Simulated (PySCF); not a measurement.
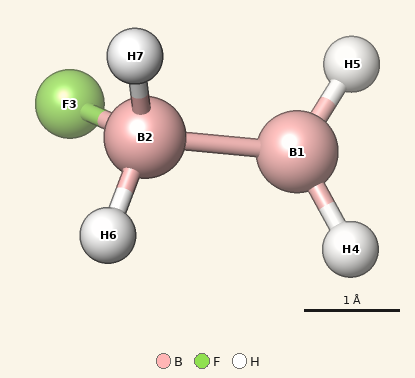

**Figure 1.** The input geometry (ball-and-stick view, seen at a tilt; atoms are numbered from 1 in the order of the input). Bond lengths as drawn: B–B 1.67 Å, B–F 1.45 Å and B–H 1.18 to 1.19 Å.

**Run report: B$_{2}$H$_{4}$F (charge −1), energy and gradient calculation**

System: B$_{2}$H$_{4}$F, charge −1, SMILES B[BH2-]F.
Method: PW6B95/6-31G**, RKS, dispersion D3(BJ) (PySCF 2.14.0).

The geometry comes from this level: embedded from SMILES, force field. Figures and captions count atoms from 1; the log counts them from 0 in places.

**The program's output**
```
B      0.961456     0.101181    -0.010312
B     -0.688770    -0.125174     0.038257
F     -1.348503     0.968129    -0.656829
H      1.655399    -0.707413    -0.520006
H      1.438560     1.070443     0.467131
H     -0.966061    -1.155950    -0.490498
H     -1.052082    -0.151215     1.172256
converged SCF energy = -152.12419993668
total energy: -152.12419994 hartree
--------------- RKS gradients ---------------
         x                y                z
0 B     0.0123217064     0.0017425104    -0.0037314604
1 B     0.0012928183    -0.0095252692     0.0156774145
2 F     0.0053920022    -0.0091669033     0.0024665058
3 H    -0.0190697225     0.0062224770     0.0015542915
4 H    -0.0144806271    -0.0115885920    -0.0006482462
5 H     0.0096139996     0.0183775467     0.0077480500
6 H     0.0049770938     0.0041386443    -0.0232312566
----------------------------------------------
```

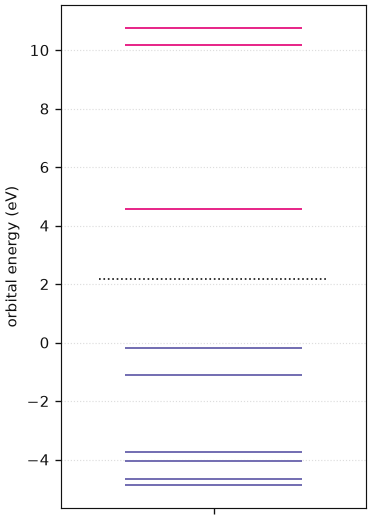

**Figure 2.** Orbital energies near the frontier; the dotted line parts filled from empty levels, and levels within 0.02 eV of each other stand side by side. Highest filled −0.20 eV, lowest empty 4.58 eV, 4.78 eV apart.

The run was set up as follows.

**Input file (calc.py)**
```python
import pyscf.grad
from pyscf import gto, dft
from rdkit import Chem
from rdkit.Chem import AllChem

rd = Chem.AddHs(Chem.MolFromSmiles('B[BH2-]F'))
AllChem.EmbedMolecule(rd, randomSeed=320)
if AllChem.MMFFOptimizeMolecule(rd) < 0:
    AllChem.UFFOptimizeMolecule(rd)
xyz = rd.GetConformer().GetPositions()
geom = [(a.GetSymbol(), tuple(x)) for a, x in zip(rd.GetAtoms(), xyz)]
for s, x in geom:
    print('%-2s %12.6f %12.6f %12.6f' % (s, *x))

system = gto.M(
    atom=geom,
    symmetry=True,
    charge=-1,
    verbose=3,
    basis='6-31g**',
    max_memory=1860,
)

mf = dft.RKS(system, xc='pw6b95')
mf.grids.level = 2
mf.disp = 'd3bj'
mf.kernel()

energy = mf.e_tot
print(f'total energy: {energy:.8f} hartree')
grad = mf.Gradients().kernel()
```

Run as:
```bash
OMP_NUM_THREADS=1 python calc.py
```

**Key numbers**

- outcome: converged
- total energy: −152.124200 hartree
- dispersion energy: −0.001317 hartree
- basis functions: 62
- largest force: 1.240 eV/Å
- HOMO: −0.20 eV
- LUMO: 4.58 eV
- hardware: 1 thread of Arm Neoverse V1, 24 GiB of memory available, shared host
- wall time: 7.5 s
- peak memory: 0.58 GiB

**Notes**

Settings chosen away from the usual ones: tied set to false; grid set to 2. The record of the run, not the program, notes: dipole of an ion depends on the origin.
